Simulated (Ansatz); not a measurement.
# CHAlO (singlet): one geometry, many settings at a displaced geometry (v1)

Aim: run CHAlO (singlet) at one geometry under a spread of methods and options, and see what each costs and gives.

The runs use Ansatz 0.2.0, Gaussian basis; the settings change from run to run.

17 further runs of the same task are left out: 7 that didn't finish, 10 set aside as unsound or not needed.

## (1) What is computed

The geometry is a PBE0/def2-TZVP stationary point (not a proven minimum) with its atoms shifted at random (size 0.040 Å).

4 atoms, charge 0, spin multiplicity 1.

Atoms are counted from 1 here; the program's logs count them from 0.

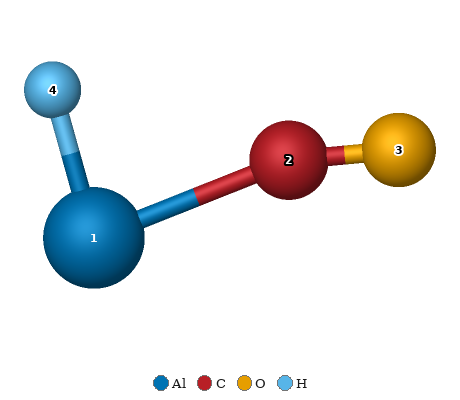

The geometry (colours as in the key); atoms are numbered from 1 in the order of the file.

As a file:

```mol
CHAlO
  3D, bonds by distance, orders not assigned

  4  3  0  0  0  0  0  0  0  0999 V2000
   -0.0123   -0.1216    1.4243 Al  0  0
   -0.0131    0.1645   -0.7688 C   0  0
    0.0348   -0.0129   -1.9166 O   0  0
   -0.0679    1.4989    1.4571 H   0  0
  1  2  8  0
  1  4  8  0
  2  3  8  0
M  END
```

## (2) BCCD(T) on RHF/cc-pVDZ

Input file in.yaml:

```yaml
crystal:
  periodic: [false, false, false]
  atoms:
    - {symbol: Al, position_ang: [-0.012285, -0.121597, 1.424303]}
    - {symbol: C, position_ang: [-0.013118, 0.164499, -0.768762]}
    - {symbol: O, position_ang: [0.034846, -0.012854, -1.916643]}
    - {symbol: H, position_ang: [-0.067931, 1.498870, 1.457062]}
basis:
  gaussian: {orbitals: cc-pVDZ, point_charges: [{charge: 1.00, position_ang: [3.256, -0.985, 0.270]}]}
magnetization: {spin_polarized: false}
correlation: {method: bccd_t, electrons: outside_noble_gas}
scf: {lower_state_search: off}
output: {forces: true}
```

Command:

```sh
$ ansatz run in.yaml --threads 1 --pin off --events-out ev --progress --plain --max-ram 2393MiB
```

The program printed (excerpt; [...] marks lines left out):

```text
Functional definition: HF
  name "HF"
  cite "Fock, Z. Phys. 61, 126 (1930) doi:10.1007/BF01340294"
  parent pbe
[...]
486 factors; integrals over basis functions are off by at most 1.2e-3 eV
[...]
mean field -9665.20551981 eV, -355.1897515413 hartree, gradient 3.4e-6 eV, S^2 0.000000; 0 other end points of the search recorded, 0 dependent functions left out; unrestricted orbitals would lower it
7 core orbitals not correlated: weight in the atoms' cores, before any rotation towards them, 1.000 or more for the frozen orbitals, at most 0.000 for the correlated occupied ones
reference -9665.20551981 eV, -355.1897515413 hartree; 7, 7 occupied and 37, 37 virtual orbitals, 486 factors
second order -9.79662260 eV of doubles, -0.00000000 eV of singles
cycle   1  -9.73716487 eV  change    5.9e-2 eV  update   1.3e-1
[...]
cycle  15  -10.34968853 eV  change    1.5e-6 eV  update   1.7e-6
perturbative correction -0.46967660 eV, -0.0172602968 hartree
[...]
Total energy: -9676.02488494 eV, -355.5873558764 hartree
Atom 0 at    -0.012285    -0.121597     1.424303 Å, force     0.896113    -0.069116     0.459107 eV/Å
Atom 1 at    -0.013118     0.164499    -0.768762 Å, force    -0.310288    -0.152600    -2.716763 eV/Å
Atom 2 at     0.034846    -0.012854    -1.916643 Å, force     0.014099     0.341722     1.919842 eV/Å
Atom 3 at    -0.067931     1.498870     1.457062 Å, force    -0.292885    -0.023836     0.065772 eV/Å
Dipole moment:    -0.538508     0.165806    -0.281504 e Å
Checks for a lower state left out: starts, cluster_reference, orbital_swaps, neighbouring_geometries, increment
```

Run time: 1.6 s. Hardware: 1 thread of Intel Xeon 6975P-C, shared host.

From the report: correlation -10.8194 eV; largest double amplitude 0.11.

## (3) HF/cc-pVDZ

Input file in.yaml:

```yaml
crystal:
  periodic: [false, false, false]
  atoms:
    - {symbol: Al, position_ang: [-0.012285, -0.121597, 1.424303]}
    - {symbol: C, position_ang: [-0.013118, 0.164499, -0.768762]}
    - {symbol: O, position_ang: [0.034846, -0.012854, -1.916643]}
    - {symbol: H, position_ang: [-0.067931, 1.498870, 1.457062]}
basis:
  gaussian: {orbitals: cc-pVDZ, point_charges: [{charge: -0.50, position_ang: [3.122, 0.871, -0.101]}]}
magnetization: {spin_polarized: true, initial_magnetization: 0}
hamiltonian: {xc: hf, pseudopotentials: {relativity: none}}
output: {orbitals: {seedname: orbitals}}
```

The command is unchanged.

The program printed:

```text
Functional definition: HF
  name "HF"
  cite "Fock, Z. Phys. 61, 126 (1930) doi:10.1007/BF01340294"
  parent pbe
  exchange = exact_x
  correlation = 0
486 factors; integrals over basis functions are off by at most 1.2e-3 eV
mean field evaluation 1: about -9663.6829 eV, gradient 1.9e1 eV
mean field evaluation 2: about -9663.6874 eV, gradient 1.9e1 eV
mean field evaluation 4: about -9665.3545 eV, gradient 1.7e0 eV
mean field evaluation 8: about -9665.3880 eV, gradient 5.3e-4 eV
mean field evaluation 16: about -9665.4109 eV, gradient 3.1e-2 eV
mean field evaluation 32: about -9662.4175 eV, gradient 7.8e0 eV
mean field evaluation 64: about -9665.3880 eV, gradient 1.6e-4 eV
mean field -9665.41090495 eV, -355.1972993060 hartree, gradient 1.6e-5 eV, S^2 0.224187; 4 other end points of the search recorded, 0 dependent functions left out
reference -9665.41090495 eV, -355.1972993060 hartree; 14, 14 occupied and 37, 37 virtual orbitals, 486 factors
Total energy: -9665.41090495 eV, -355.1972993060 hartree
```

Run time: 0.66 s. Hardware: 1 thread of Intel Xeon 6975P-C, shared host.

From the report: ⟨S²⟩ of the determinant 0.224 (pure singlet: 0.00).

## (4) CCSDT(Q)/B/STO-3G

Input file in.yaml:

```yaml
crystal:
  periodic: [false, false, false]
  atoms:
    - {symbol: Al, position_ang: [-0.012285, -0.121597, 1.424303]}
    - {symbol: C, position_ang: [-0.013118, 0.164499, -0.768762]}
    - {symbol: O, position_ang: [0.034846, -0.012854, -1.916643]}
    - {symbol: H, position_ang: [-0.067931, 1.498870, 1.457062]}
basis:
  gaussian: {orbitals: STO-3G}
magnetization: {spin_polarized: true, initial_magnetization: 0}
hamiltonian: {xc: {name: PBE}}
correlation: {method: ccsdt_q_b, electrons: outside_noble_gas}
```

Launched as before.

The program printed (excerpt; [...] marks lines left out):

```text
Functional definition: PBE
  name "PBE"
  cite "Perdew, Burke & Ernzerhof, Phys. Rev. Lett. 77, 3865 (1996) doi:10.1103/PhysRevLett.77.3865"
  parent pbe
[...]
336 factors; integrals over basis functions are off by at most 3.5e-8 eV
[...]
mean field -9565.74347741 eV, -351.5345889010 hartree, gradient 1.1e-6 eV, S^2 0.000000; 5 other end points of the search recorded, 0 dependent functions left out
7 core orbitals not correlated: weight in the atoms' cores, before any rotation towards them, 0.999 or more for the frozen orbitals, at most 0.000 for the correlated occupied ones
reference -9542.69113836 eV, -350.6874310662 hartree; 7, 7 occupied and 6, 6 virtual orbitals, 336 factors
second order -5.08465843 eV of doubles, -0.56632717 eV of singles
cycle   1  -5.07250643 eV  change    5.2e-1 eV  update   1.6e-1
[...]
cycle  17  -6.00447923 eV  change   -4.2e-7 eV  update   4.7e-7
perturbative correction -0.00452474 eV, -0.0001662811 hartree
Total energy: -9548.70014232 eV, -350.9082578889 hartree
```

Run time: 1.4 s. Hardware: 1 thread of Intel Xeon 6975P-C, shared host.

From the report: ⟨S²⟩ of the determinant 0.000 (pure singlet: 0.00); correlation -6.0090 eV; T1 0.046; largest double amplitude 0.10. The orbitals are Kohn-Sham ones, so correlation energy and T1 don't compare with those on Hartree-Fock orbitals.

## (5) HF/cc-pVDZ

Changes to in.yaml since step 4:

```diff
@@ -8,5 +8,5 @@
 basis:
-  gaussian: {orbitals: STO-3G}
-magnetization: {spin_polarized: true, initial_magnetization: 0}
-hamiltonian: {xc: {name: PBE}}
-correlation: {method: ccsdt_q_b, electrons: outside_noble_gas}
+  gaussian: {orbitals: cc-pVDZ}
+magnetization: {spin_polarized: false}
+hamiltonian: {xc: hf}
+output: {orbitals: {seedname: orbitals}}
```

Launched as before.

The program printed:

```text
Functional definition: HF
  name "HF"
  cite "Fock, Z. Phys. 61, 126 (1930) doi:10.1007/BF01340294"
  parent pbe
  exchange = exact_x
  correlation = 0
486 factors; integrals over basis functions are off by at most 1.2e-3 eV
mean field evaluation 1: about -9663.4716 eV, gradient 2.5e1 eV
mean field evaluation 2: about -9663.4761 eV, gradient 2.5e1 eV
mean field evaluation 4: about -9665.0451 eV, gradient 2.5e0 eV
mean field evaluation 8: about -9665.0788 eV, gradient 5.2e-4 eV
mean field evaluation 16: about -9655.9091 eV, gradient 3.2e0 eV
mean field -9665.07884018 eV, -355.1850961507 hartree, gradient 2.1e-5 eV, S^2 0.000000; 0 other end points of the search recorded, 0 dependent functions left out
reference -9665.07884018 eV, -355.1850961507 hartree; 14, 14 occupied and 37, 37 virtual orbitals, 486 factors
Total energy: -9665.07884018 eV, -355.1850961507 hartree
```

Wall time 0.21 s (1 thread of Intel Xeon 6975P-C, shared host).

## (6) CCSDT on RHF/STO-3G

Changes to in.yaml since step 5:

```diff
@@ -8,5 +8,4 @@
 basis:
-  gaussian: {orbitals: cc-pVDZ}
+  gaussian: {orbitals: STO-3G, fitting: {mean_field: def2-universal-jkfit}}
 magnetization: {spin_polarized: false}
-hamiltonian: {xc: hf}
-output: {orbitals: {seedname: orbitals}}
+correlation: {method: ccsdt, electrons: outside_noble_gas, diis_vectors: 1}
```

Launched as before.

The program printed (excerpt; [...] marks lines left out):

```text
Functional definition: HF
  name "HF"
  cite "Fock, Z. Phys. 61, 126 (1930) doi:10.1007/BF01340294"
  parent pbe
[...]
298 factors; integrals over basis functions are off by at most 7.0e-3 eV
[...]
mean field -9543.57373483 eV, -350.7198658885 hartree, gradient 2.7e-6 eV, S^2 0.000000; 0 other end points of the search recorded, 0 dependent functions left out
7 core orbitals not correlated: weight in the atoms' cores, before any rotation towards them, 1.000 or more for the frozen orbitals, at most 0.000 for the correlated occupied ones
reference -9543.57373483 eV, -350.7198658885 hartree; 7, 7 occupied and 6, 6 virtual orbitals, 298 factors
second order -4.55816223 eV of doubles, -0.00000000 eV of singles
cycle   1  -4.47965415 eV  change    7.9e-2 eV  update   1.4e-1
[...]
cycle  25  -5.24835436 eV  change   -2.8e-7 eV  update   1.5e-6
Total energy: -9548.82208919 eV, -350.9127393537 hartree
```

Wall time 0.21 s (1 thread of Intel Xeon 6975P-C, shared host).

From the report: correlation -5.2484 eV; T1 0.017; largest double amplitude 0.11.

## (7) MP2 on RHF/def2-SVP

Changes to in.yaml since step 6:

```diff
@@ -8,4 +8,6 @@
 basis:
-  gaussian: {orbitals: STO-3G, fitting: {mean_field: def2-universal-jkfit}}
+  gaussian: {orbitals: def2-SVP}
 magnetization: {spin_polarized: false}
-correlation: {method: ccsdt, electrons: outside_noble_gas, diis_vectors: 1}
+correlation: {method: mp2, electrons: outside_noble_gas}
+scf: {lower_state_search: light}
+output: {forces: true}
```

Launched as before.

The program printed (excerpt; [...] marks lines left out):

```text
Functional definition: HF
  name "HF"
  cite "Fock, Z. Phys. 61, 126 (1930) doi:10.1007/BF01340294"
  parent pbe
[...]
483 factors; integrals over basis functions are off by at most 1.3e-3 eV
[...]
mean field -9660.08265702 eV, -355.0014898065 hartree, gradient 4.0e-6 eV, S^2 0.000000; 1 other end points of the search recorded, 0 dependent functions left out; unrestricted orbitals would lower it
[...]
7 core orbitals not correlated: weight in the atoms' cores, before any rotation towards them, 1.000 or more for the frozen orbitals, at most 0.000 for the correlated occupied ones
reference -9660.08265702 eV, -355.0014898065 hartree; 7, 7 occupied and 37, 37 virtual orbitals, 483 factors
second order -9.69780649 eV of doubles, -0.00000000 eV of singles
[...]
Total energy: -9669.78046352 eV, -355.3578776217 hartree
Atom 0 at    -0.012285    -0.121597     1.424303 Å, force     0.003903    -0.186950     0.337459 eV/Å
Atom 1 at    -0.013118     0.164499    -0.768762 Å, force     0.089129    -0.130151    -2.238988 eV/Å
Atom 2 at     0.034846    -0.012854    -1.916643 Å, force    -0.087262     0.235440     1.944329 eV/Å
Atom 3 at    -0.067931     1.498870     1.457062 Å, force    -0.005769     0.081660    -0.042799 eV/Å
Dipole moment:    -0.004206     0.056966    -0.407783 e Å
```

Wall time 0.39 s (1 thread of Intel Xeon 6975P-C, shared host).

## (8) CCSD on RHF/cc-pVDZ

Changes to in.yaml since step 7:

```diff
@@ -8,6 +8,4 @@
 basis:
-  gaussian: {orbitals: def2-SVP}
+  gaussian: {orbitals: cc-pVDZ}
 magnetization: {spin_polarized: false}
-correlation: {method: mp2, electrons: outside_noble_gas}
-scf: {lower_state_search: light}
-output: {forces: true}
+correlation: {method: ccsd, electrons: all}
```

The command is unchanged.

The program printed (excerpt; [...] marks lines left out):

```text
Functional definition: HF
  name "HF"
  cite "Fock, Z. Phys. 61, 126 (1930) doi:10.1007/BF01340294"
  parent pbe
[...]
486 factors; integrals over basis functions are off by at most 1.2e-3 eV
[...]
mean field -9665.07884018 eV, -355.1850961507 hartree, gradient 2.1e-6 eV, S^2 0.000000; 1 other end points of the search recorded, 0 dependent functions left out; unrestricted orbitals would lower it
reference -9665.07884018 eV, -355.1850961507 hartree; 14, 14 occupied and 37, 37 virtual orbitals, 486 factors
second order -10.02605600 eV of doubles, -0.00000000 eV of singles
cycle   1  -10.00740019 eV  change    1.9e-2 eV  update   1.3e-1
[...]
cycle  11  -10.61791049 eV  change   -1.7e-5 eV  update   1.6e-5
Total energy: -9675.69675066 eV, -355.5752971640 hartree
```

It took 0.87 s on 1 thread of Intel Xeon 6975P-C, shared host.

From the report: correlation -10.6179 eV; T1 0.015; largest double amplitude 0.09.

## (9) MP2 on UHF/cc-pVDZ

Changes to in.yaml since step 8:

```diff
@@ -9,3 +9,3 @@
   gaussian: {orbitals: cc-pVDZ}
-magnetization: {spin_polarized: false}
-correlation: {method: ccsd, electrons: all}
+magnetization: {spin_polarized: true, initial_magnetization: 0}
+correlation: {method: mp2, electrons: valence}
```

Launched as before.

The program printed:

```text
Functional definition: HF
  name "HF"
  cite "Fock, Z. Phys. 61, 126 (1930) doi:10.1007/BF01340294"
  parent pbe
  exchange = exact_x
  correlation = 0
486 factors; integrals over basis functions are off by at most 1.2e-3 eV
mean field evaluation 1: about -9663.4716 eV, gradient 1.8e1 eV
mean field evaluation 2: about -9663.4761 eV, gradient 1.8e1 eV
mean field evaluation 4: about -9665.0451 eV, gradient 1.7e0 eV
mean field evaluation 8: about -9665.0788 eV, gradient 4.7e-4 eV
mean field evaluation 16: about -9665.1342 eV, gradient 9.0e-2 eV
mean field evaluation 32: about -9665.1338 eV, gradient 1.9e-1 eV
mean field -9665.13541463 eV, -355.1871752236 hartree, gradient 1.8e-6 eV, S^2 0.341435; 5 other end points of the search recorded, 0 dependent functions left out
7 core orbitals not correlated: weight in the atoms' cores, before any rotation towards them, 1.000 or more for the frozen orbitals, at most 0.000 for the correlated occupied ones
reference -9665.13541463 eV, -355.1871752236 hartree; 7, 7 occupied and 37, 37 virtual orbitals, 486 factors
second order -9.56166840 eV of doubles, -0.00000000 eV of singles
Total energy: -9674.69708303 eV, -355.5385600561 hartree
```

Wall time 0.54 s (1 thread of Intel Xeon 6975P-C, shared host).

From the report: ⟨S²⟩ of the determinant 0.341 (pure singlet: 0.00).

## (10) CASSCF(4,6)/6-31G

Changes to in.yaml since step 9:

```diff
@@ -8,4 +8,3 @@
 basis:
-  gaussian: {orbitals: cc-pVDZ}
-magnetization: {spin_polarized: true, initial_magnetization: 0}
-correlation: {method: mp2, electrons: valence}
+  gaussian: {orbitals: 6-31G}
+correlation: {active_space: {window: {electrons: 4, orbitals: 6}}}
```

The command is unchanged.

The program printed:

```text
Functional definition: HF
  name "HF"
  cite "Fock, Z. Phys. 61, 126 (1930) doi:10.1007/BF01340294"
  parent pbe
  exchange = exact_x
  correlation = 0
373 factors; integrals over basis functions are off by at most 1.9e-4 eV
mean field evaluation 1: about -9660.5731 eV, gradient 2.6e1 eV
mean field evaluation 2: about -9660.5853 eV, gradient 2.6e1 eV
mean field evaluation 4: about -9662.2235 eV, gradient 2.0e0 eV
mean field evaluation 8: about -9662.2475 eV, gradient 3.7e-4 eV
mean field -9662.24752281 eV, -355.0810471567 hartree, gradient 2.5e-6 eV, S^2 0.000000; 0 other end points of the search recorded, 0 dependent functions left out
reference -9662.24752281 eV, -355.0810471567 hartree; 14, 14 occupied and 19, 19 virtual orbitals, 373 factors
state -9664.82607842 eV, -355.1758073276 hartree
Total energy: -9664.82607842 eV, -355.1758073276 hartree
```

Wall time 0.87 s (1 thread of Intel Xeon 6975P-C, shared host).

From the report: 225 determinants; active occupations 1.94, 1.93, 0.07, 0.06, 0.00, 0.00.

## (11) All runs side by side

Where basis and cores are those of an earlier RCCSDT(Q)/cc-pVDZ run (-9675.9426 eV), and the state is the same kind, the miss against it is given.

| level | correlated | functions | energy (eV) | from RCCSDT(Q) (meV) | time |
| --- | --- | --- | --- | --- | --- |
| BCCD(T) on RHF/cc-pVDZ (beside a point charge) | outside noble gas | 51 | -9676.0249 |  | 1.6 s |
| HF/cc-pVDZ (beside a point charge) |  | 51 | -9665.4109 |  | 0.66 s |
| CCSDT(Q)/B/STO-3G (on PBE orbitals) | outside noble gas | 20 | -9548.7001 |  | 1.4 s |
| HF/cc-pVDZ |  | 51 | -9665.0788 | 10863.7 | 0.21 s |
| CCSDT on RHF/STO-3G | outside noble gas | 20 | -9548.8221 |  | 0.21 s |
| MP2 on RHF/def2-SVP | outside noble gas | 51 | -9669.7805 |  | 0.39 s |
| CCSD on RHF/cc-pVDZ | all | 51 | -9675.6968 |  | 0.87 s |
| MP2 on UHF/cc-pVDZ | valence | 51 | -9674.6971 | 1245.5 | 0.54 s |
| CASSCF(4,6)/6-31G |  | 33 | -9664.8261 |  | 0.87 s |

## (12) Results

```
quantity                                                  value
    runs                                                      9
quickest                                     HF/cc-pVDZ, 0.21 s
 slowest  BCCD(T) on RHF/cc-pVDZ (beside a point charge), 1.6 s
```

**Reading.** Total energies in different bases, with other cores or another treatment of relativity can't be set against each other. BCCD(T) on RHF/cc-pVDZ (beside a point charge) took 8 times as long as HF/cc-pVDZ; the jobs differ in more than the method. Hartree-Fock, CASSCF and CASCI lack dynamic correlation by design.
